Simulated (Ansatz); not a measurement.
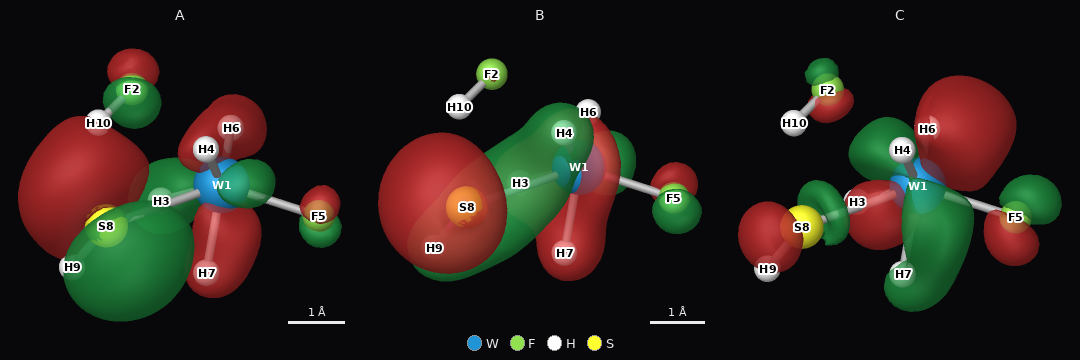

The picture shows: FH₅SW···HF. Three frontier orbitals at ±0.1 Å⁻³ᐟ² (green and red are the two phases), in no order.

Core potentials replace the inner electrons of W.

Level of theory: RKS r2SCANh/def2-SVP in Ansatz 0.2.0.

```yaml
atoms:
  - { symbol: W, position_ang: [-0.1494, 0.1721, 0.0585] }
  - { symbol: F, position_ang: [0.3472, 0.0972, 2.3883] }
  - { symbol: H, position_ang: [1.2759, -0.6603, 0.3085] }
  - { symbol: H, position_ang: [-0.7154, 1.5372, 0.8773] }
  - { symbol: F, position_ang: [-1.3220, -0.0693, -1.3585] }
  - { symbol: H, position_ang: [-0.3687, -1.3584, 0.7347] }
  - { symbol: H, position_ang: [0.9582, 0.2924, -1.1650] }
  - { symbol: S, position_ang: [1.5701, 1.8714, 0.6378] }
  - { symbol: H, position_ang: [2.7382, 1.3085, 0.2603] }
  - { symbol: H, position_ang: [0.9954, 0.8135, 2.2397] }
```

Question: Which picture is the HOMO−1, the HOMO and the LUMO?

Answer: B is the HOMO−1 (−8.06 eV). By Hirshfeld shares it lies mainly on S8 (about 60 %) and W1 (about 20 %). A is the HOMO (−7.26 eV). By Hirshfeld shares it lies mainly on S8 (about 60 %) and W1 (about 15 %). C is the LUMO (−3.11 eV). By Hirshfeld shares it lies mainly on W1 (about 70 %), F5 (about 10 %) and S8 (about 5 %).

Question: What is the HOMO–LUMO gap?

Answer: 4.15 eV between the orbital energies.
